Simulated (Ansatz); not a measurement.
**Nudged elastic band, with input and output: SiSbH$_{5}$O**

The run: nudged elastic band of SiSbH$_{5}$O, SMILES [OH][SbH][SiH3]. Method and program: RKS PBE0-D4/def2-SVP (Ansatz 0.2.0).

It belongs to a series of runs on one base structure; here: band between the two ends. Figures and captions count atoms from 1; the log counts them from 0 in places.

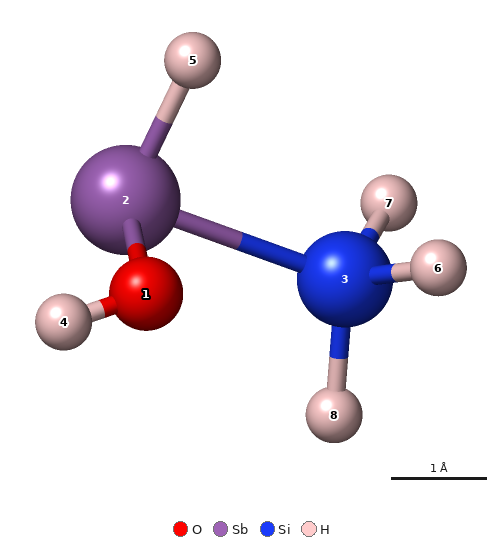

Figure 1. The structure as given in the input (ball-and-stick view, seen at a tilt; atoms are numbered from 1 in the order of the input). Sticks mark near contacts.

**Input**
```yaml
crystal:
  periodic: [false, false, false]
  atoms:
    - { symbol: O, position_ang: [-1.805251, 0.53262, -0.779935] }
    - { symbol: Sb, position_ang: [0.123842, 0.603781, -1.351187] }
    - { symbol: Si, position_ang: [0.806788, -0.740119, 0.745677] }
    - { symbol: H, position_ang: [-2.350988, 0.496111, -1.574191] }
    - { symbol: H, position_ang: [0.491868, 2.078545, -0.536672] }
    - { symbol: H, position_ang: [0.089502, -0.214228, 1.944016] }
    - { symbol: H, position_ang: [2.284808, -0.636868, 0.9573] }
    - { symbol: H, position_ang: [0.45173, -2.176942, 0.539192] }
basis:
  gaussian: { orbitals: def2-SVP }
hamiltonian:
  xc: pbe0
  dispersion: d4
neb:
  order_check: false
  images: 7
  f_tol: 0.03
  max_iterations: 57
  final_atoms:
    - { symbol: O, position_ang: [-1.53970307, 1.26225048, -0.45610024] }
    - { symbol: Sb, position_ang: [-0.33307368, -0.01079519, -1.44419249] }
    - { symbol: Si, position_ang: [0.69469825, -0.80942285, 0.78692885] }
    - { symbol: H, position_ang: [-2.37023334, 1.32376319, -0.94264635] }
    - { symbol: H, position_ang: [0.96574775, 1.1033276, -1.65284878] }
    - { symbol: H, position_ang: [-0.2689663, -1.72478054, 1.46976906] }
    - { symbol: H, position_ang: [0.98375703, 0.35996939, 1.66779311] }
    - { symbol: H, position_ang: [1.96007236, -1.56141209, 0.51549683] }
  initial_path:
    images:
      - { positions_ang: [[-1.805251, 0.53262, -0.779935], [0.123842, 0.603781, -1.351187], [0.806788, -0.740119, 0.745677], [-2.350988, 0.496111, -1.574191], [0.491868, 2.078545, -0.536672], [0.089502, -0.214228, 1.944016], [2.284808, -0.636868, 0.9573], [0.45173, -2.176942, 0.539192]] }
      - { positions_ang: [[-1.80138713, 0.56585485, -0.715239], [0.06014058, 0.47346343, -1.37174167], [0.7842558, -0.76475666, 0.74142183], [-2.29843913, 0.71177337, -1.4785062], [0.53615207, 1.96265911, -0.69369498], [-0.02354974, -0.37746841, 1.88936948], [2.17069057, -0.46053728, 1.03417291], [0.66443596, -2.16808841, 0.53841763]] }
      - { positions_ang: [[-1.79752326, 0.5990897, -0.65054299], [-0.00356084, 0.34314585, -1.39229634], [0.7617236, -0.78939431, 0.73716665], [-2.24589025, 0.92743574, -1.3828214], [0.58043615, 1.84677322, -0.85071796], [-0.13660148, -0.54070881, 1.83472297], [2.05657315, -0.28420657, 1.11104582], [0.87714193, -2.15923481, 0.53764326]] }
      - { positions_ang: [[-1.79365939, 0.63232454, -0.58584699], [-0.06726226, 0.21282828, -1.41285101], [0.73919141, -0.81403197, 0.73291148], [-2.19334138, 1.1430981, -1.28713661], [0.62472022, 1.73088733, -1.00774094], [-0.24965322, -0.70394922, 1.78007645], [1.94245572, -0.10787585, 1.18791873], [1.08984789, -2.15038122, 0.53686888]] }
      - { positions_ang: [[-1.78979553, 0.66555939, -0.52115098], [-0.13096368, 0.0825107, -1.43340568], [0.71665921, -0.83866963, 0.7286563], [-2.1407925, 1.35876047, -1.19145181], [0.6690043, 1.61500144, -1.16476392], [-0.36270495, -0.86718962, 1.72542993], [1.82833829, 0.06845487, 1.26479164], [1.30255386, -2.14152762, 0.53609451]] }
      - { positions_ang: [[-1.72727241, 0.81473216, -0.5048883], [-0.18149118, 0.05918423, -1.43610238], [0.71116897, -0.83135793, 0.74322444], [-2.19815271, 1.35001115, -1.12925044], [0.74319016, 1.48708298, -1.28678513], [-0.33927029, -1.08158735, 1.66151472], [1.61719298, 0.1413335, 1.36554201], [1.46693349, -1.99649874, 0.53094509]] }
      - { positions_ang: [[-1.6647493, 0.96390494, -0.48862561], [-0.23201868, 0.03585776, -1.43879908], [0.70567873, -0.82404624, 0.75779258], [-2.25551292, 1.34126183, -1.06704908], [0.81737602, 1.35916452, -1.40880635], [-0.31583563, -1.29598508, 1.5975995], [1.40604766, 0.21421213, 1.46629238], [1.63131311, -1.85146986, 0.52579567]] }
      - { positions_ang: [[-1.60222619, 1.11307771, -0.47236293], [-0.28254618, 0.01253129, -1.44149578], [0.70018849, -0.81673454, 0.77236071], [-2.31287313, 1.33251251, -1.00484772], [0.89156189, 1.23124606, -1.53082756], [-0.29240096, -1.51038281, 1.53368428], [1.19490234, 0.28709076, 1.56704274], [1.79569274, -1.70644097, 0.52064625]] }
      - { positions_ang: [[-1.53970307, 1.26225048, -0.45610024], [-0.33307368, -0.01079519, -1.44419249], [0.69469825, -0.80942285, 0.78692885], [-2.37023334, 1.32376319, -0.94264635], [0.96574775, 1.1033276, -1.65284878], [-0.2689663, -1.72478054, 1.46976906], [0.98375703, 0.35996939, 1.66779311], [1.96007236, -1.56141209, 0.51549683]] }
```

Hardware: 1 thread of Arm Neoverse V1, 24 GiB of memory available, shared host.

Command:
```bash
ansatz run input.yaml --threads 1 --pin off --max-ram 2048MiB --backend cpu --events-out ev --progress --plain --runs-dir out
```

**The program's output**
```
Engine: ansatz 0.2.0, aarch64-unknown-linux-gnu
Functional definition: PBE0
  parameter a = 0.25
  parameter kappa = 0.804
  parameter beta = 0.06672455060314922
  exchange = (1 - a)*pbe_x(kappa = kappa, mu = beta*pi^2/3) + a*exact_x
  correlation = pbe_c(beta = beta)
955 factors; integrals over basis functions are off by at most 3.0e-4 eV
mean field evaluation 1: about -16529.1751 eV, gradient 4.9e1 eV
mean field evaluation 2: about -16500.7678 eV, gradient 1.2e2 eV
mean field evaluation 4: about -16533.7030 eV, gradient 3.8e0 eV
mean field evaluation 8: about -16533.7538 eV, gradient 4.1e-2 eV
mean field -16533.75375726 eV, -607.6042435984 hartree, gradient 7.6e-5 eV, S^2 0.000000; 0 other end points of the search recorded, 0 dependent functions left out
the calculation of the forces begins
reference -16533.75378382 eV, -607.6042445746 hartree; 25, 25 occupied and 58, 58 virtual orbitals, 955 factors
955 factors; integrals over basis functions are off by at most 5.7e-4 eV
mean field evaluation 16: about -16500.8701 eV, gradient 1.2e2 eV
mean field -16533.75391223 eV, -607.6042492934 hartree, gradient 3.9e-5 eV, S^2 0.000000; 0 other end points of the search recorded, 0 dependent functions left out
[... from here on the field's lines of each further geometry are left out, up to the last ...]
NEB iter   1: max|band force component| = 2.846e0 eV/Å  barrier→ = 0.4127 eV  barrier← = 0.4127 eV  Δτ_max = 0.2000 Å  (210 SCF iters)
NEB iter   2: max|band force component| = 8.033e-1 eV/Å  barrier→ = 0.1398 eV  barrier← = 0.1399 eV  Δτ_max = 0.1823 Å  (192 SCF iters)
NEB iter   3: max|band force component| = 4.619e-1 eV/Å  barrier→ = 0.0822 eV  barrier← = 0.0822 eV  CI = image 4  Δτ_max = 0.0932 Å  (200 SCF iters)
NEB iter   4: max|band force component| = 1.565e-1 eV/Å  barrier→ = 0.0657 eV  barrier← = 0.0658 eV  CI = image 4  Δτ_max = 0.1808 Å  (203 SCF iters)
NEB iter   5: max|band force component| = 8.878e-2 eV/Å  barrier→ = 0.0554 eV  barrier← = 0.0554 eV  CI = image 4  Δτ_max = 0.0841 Å  (196 SCF iters)
NEB iter   6: max|band force component| = 1.600e-1 eV/Å  barrier→ = 0.0544 eV  barrier← = 0.0545 eV  CI = image 4  Δτ_max = 0.0304 Å  (190 SCF iters)
NEB iter   7: max|band force component| = 7.146e-2 eV/Å  barrier→ = 0.0534 eV  barrier← = 0.0534 eV  CI = image 4  Δτ_max = 0.0271 Å  (197 SCF iters)
the calculation of the forces begins
reference -16533.74685010 eV, -607.6039897651 hartree; 25, 25 occupied and 58, 58 virtual orbitals, 955 factors
955 factors; integrals over basis functions are off by at most 3.3e-4 eV
mean field -16533.70179183 eV, -607.6023339042 hartree, gradient 7.3e-6 eV, S^2 0.000000; 1 other end points of the search recorded, 0 dependent functions left out
the calculation of the forces begins
reference -16533.70181798 eV, -607.6023348653 hartree; 25, 25 occupied and 58, 58 virtual orbitals, 955 factors
NEB iter   8: max|band force component| = 1.841e-2 eV/Å  barrier→ = 0.0529 eV  barrier← = 0.0530 eV  CI = image 4  Δτ_max = 0.0000 Å  (374 SCF iters)
```

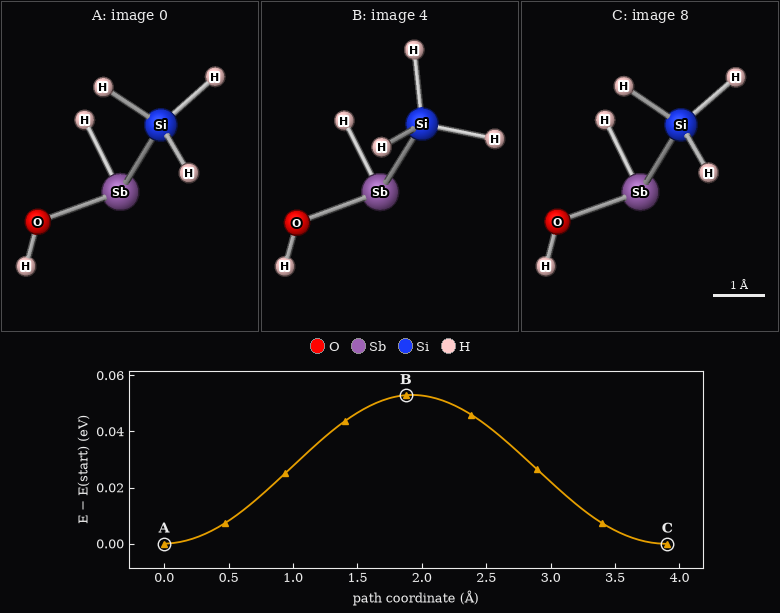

Figure 2. Images of the last band (counted from 0; ball-and-stick, seen at a tilt) above the energy along the path; the line is a cubic interpolation that uses the forces. The highest image is number 4, 0.053 eV above the start and 0.053 eV above the end (the climbing image); start and end have the same energy. The path is 3.91 Å long. The band converged in 8 iterations.

```
Total energy: -16533.84531073 eV, -607.6076081266 hartree
Atom 0 at    -1.750734     0.957154    -0.544029 Å, force     0.017581    -0.000925    -0.001259 eV/Å
Atom 1 at    -0.101516     0.242557    -1.448209 Å, force     0.006297    -0.000892    -0.009811 eV/Å
Atom 2 at     0.772478    -0.807683     0.761868 Å, force    -0.006844     0.000138     0.006823 eV/Å
Atom 3 at    -2.456287     0.974573    -1.201317 Å, force    -0.014340    -0.000061     0.000819 eV/Å
Atom 4 at     0.860987     1.649802    -1.196505 Å, force    -0.004956     0.002976     0.004303 eV/Å
Atom 5 at    -0.373186    -0.815628     1.719350 Å, force     0.002699    -0.000281     0.001579 eV/Å
Atom 6 at     1.920180    -0.044305     1.339293 Å, force     0.001415     0.000142    -0.002483 eV/Å
Atom 7 at     1.220378    -2.213570     0.513749 Å, force    -0.001852    -0.001096     0.000030 eV/Å
Dipole moment:     0.033964    -0.125034    -0.324273 e Å
this run last wrote the band of iteration 8 to [file]
```

**The last band as extended XYZ (Å, eV, eV/Å)**
```
8
Properties=species:S:1:pos:R:3:forces:R:3 image=0 energy=-16533.89820
O    -1.8053    0.5326   -0.7799   -0.0052   0.0006  -0.0001
Sb    0.1238    0.6038   -1.3512    0.0056   0.0108   0.0042
Si    0.8068   -0.7401    0.7457   -0.0012  -0.0016   0.0062
H    -2.3510    0.4961   -1.5742   -0.0058  -0.0025  -0.0043
H     0.4919    2.0785   -0.5367    0.0031  -0.0053  -0.0054
H     0.0895   -0.2142    1.9440    0.0013  -0.0037   0.0014
H     2.2848   -0.6369    0.9573    0.0019   0.0001  -0.0026
H     0.4517   -2.1769    0.5392    0.0003   0.0017   0.0008
8
Properties=species:S:1:pos:R:3:forces:R:3 image=1 energy=-16533.89098
O    -1.8175    0.6029   -0.7244   -0.0013  -0.0059  -0.0009
Sb    0.0808    0.5094   -1.3862    0.0051   0.0055   0.0018
Si    0.8000   -0.7655    0.7446    0.0007   0.0007   0.0012
H    -2.4013    0.6480   -1.4908    0.0009  -0.0078  -0.0078
H     0.6009    1.9878   -0.6656   -0.0062   0.0050   0.0090
H    -0.0633   -0.3374    1.8841    0.0090   0.0091   0.0033
H     2.2337   -0.4635    1.0483    0.0043  -0.0098  -0.0067
H     0.6590   -2.2387    0.5341   -0.0126   0.0031   0.0001
8
Properties=species:S:1:pos:R:3:forces:R:3 image=2 energy=-16533.87319
O    -1.8123    0.6990   -0.6585   -0.0023  -0.0104  -0.0007
Sb    0.0300    0.4184   -1.4175    0.0066   0.0064   0.0024
Si    0.7938   -0.7853    0.7456   -0.0001   0.0034  -0.0004
H    -2.4324    0.7700   -1.3938    0.0006  -0.0097  -0.0125
H     0.6995    1.8937   -0.8262   -0.0077   0.0087   0.0153
H    -0.1977   -0.4817    1.8190    0.0104   0.0157   0.0059
H     2.1525   -0.3083    1.1496    0.0105  -0.0127  -0.0103
H     0.8590   -2.2628    0.5261   -0.0180  -0.0016   0.0003
8
Properties=species:S:1:pos:R:3:forces:R:3 image=3 energy=-16533.85438
O    -1.7903    0.8237   -0.5962   -0.0017  -0.0082  -0.0025
Sb   -0.0315    0.3293   -1.4388    0.0068   0.0059  -0.0004
Si    0.7854   -0.7990    0.7520   -0.0008   0.0025   0.0020
H    -2.4514    0.8714   -1.2969   -0.0013  -0.0070  -0.0069
H     0.7873    1.7840   -1.0084   -0.0054   0.0077   0.0115
H    -0.3010   -0.6438    1.7640    0.0054   0.0127   0.0049
H     2.0471   -0.1696    1.2489    0.0097  -0.0079  -0.0086
H     1.0468   -2.2532    0.5196   -0.0126  -0.0056  -0.0001
8
Properties=species:S:1:pos:R:3:forces:R:3 image=4 energy=-16533.84528
O    -1.7507    0.9572   -0.5440    0.0176  -0.0009  -0.0013
Sb   -0.1015    0.2426   -1.4482    0.0063  -0.0009  -0.0098
Si    0.7725   -0.8077    0.7619   -0.0068   0.0001   0.0068
H    -2.4563    0.9746   -1.2013   -0.0143  -0.0001   0.0008
H     0.8610    1.6498   -1.1965   -0.0050   0.0030   0.0043
H    -0.3732   -0.8156    1.7193    0.0027  -0.0003   0.0016
H     1.9202   -0.0443    1.3393    0.0014   0.0001  -0.0025
H     1.2204   -2.2136    0.5137   -0.0019  -0.0011   0.0000
8
Properties=species:S:1:pos:R:3:forces:R:3 image=5 energy=-16533.85222
O    -1.6915    1.0806   -0.5220    0.0116   0.0050  -0.0077
Sb   -0.1530    0.1798   -1.4555   -0.0141  -0.0097  -0.0035
Si    0.7545   -0.8056    0.7695   -0.0026  -0.0001   0.0039
H    -2.4589    1.0166   -1.1030    0.0015   0.0068   0.0115
H     0.9117    1.5285   -1.3484    0.0046  -0.0024  -0.0046
H    -0.4284   -1.0428    1.6497    0.0003  -0.0115  -0.0041
H     1.7264    0.0987    1.4547   -0.0113   0.0055   0.0054
H     1.4316   -2.1129    0.4992    0.0101   0.0065  -0.0010
8
Properties=species:S:1:pos:R:3:forces:R:3 image=6 energy=-16533.87156
O    -1.6289    1.1724   -0.5067    0.0071   0.0064  -0.0067
Sb   -0.2059    0.1160   -1.4610   -0.0105  -0.0083   0.0016
Si    0.7328   -0.8022    0.7746   -0.0052   0.0034  -0.0001
H    -2.4458    1.0800   -1.0116    0.0066   0.0106   0.0150
H     0.9475    1.3938   -1.4774    0.0046  -0.0120  -0.0092
H    -0.4340   -1.2736    1.5791    0.0002  -0.0174  -0.0053
H     1.4948    0.2237    1.5470   -0.0177   0.0072   0.0065
H     1.6319   -1.9673    0.5002    0.0148   0.0102  -0.0017
8
Properties=species:S:1:pos:R:3:forces:R:3 image=7 energy=-16533.89085
O    -1.5713    1.2328   -0.4864    0.0067   0.0038  -0.0003
Sb   -0.2627    0.0527   -1.4607   -0.0065  -0.0039   0.0003
Si    0.7111   -0.8015    0.7782   -0.0030   0.0019  -0.0009
H    -2.4180    1.1733   -0.9445    0.0023   0.0081   0.0058
H     0.9680    1.2508   -1.5818    0.0021  -0.0101  -0.0055
H    -0.3845   -1.5025    1.5131    0.0017  -0.0122  -0.0026
H     1.2372    0.3170    1.6150   -0.0128   0.0041   0.0036
H     1.8125   -1.7797    0.5113    0.0096   0.0084  -0.0004
8
Properties=species:S:1:pos:R:3:forces:R:3 image=8 energy=-16533.89825
O    -1.5397    1.2623   -0.4561   -0.0026   0.0026  -0.0022
Sb   -0.3331   -0.0108   -1.4442    0.0004  -0.0045  -0.0026
Si    0.6947   -0.8094    0.7869    0.0028   0.0025   0.0002
H    -2.3702    1.3238   -0.9426   -0.0008   0.0006   0.0031
H     0.9657    1.1033   -1.6528    0.0005   0.0008  -0.0003
H    -0.2690   -1.7248    1.4698   -0.0015   0.0004  -0.0017
H     0.9838    0.3600    1.6678    0.0005  -0.0015   0.0024
H     1.9601   -1.5614    0.5155    0.0007  -0.0008   0.0012
```

**Key numbers**

```csv
quantity,value
outcome,converged
"barrier, forward",0.053 eV
"barrier, backward",0.053 eV
wall time,3.8 min
peak memory,0.18 GiB
```

The order of the saddle point was not checked.
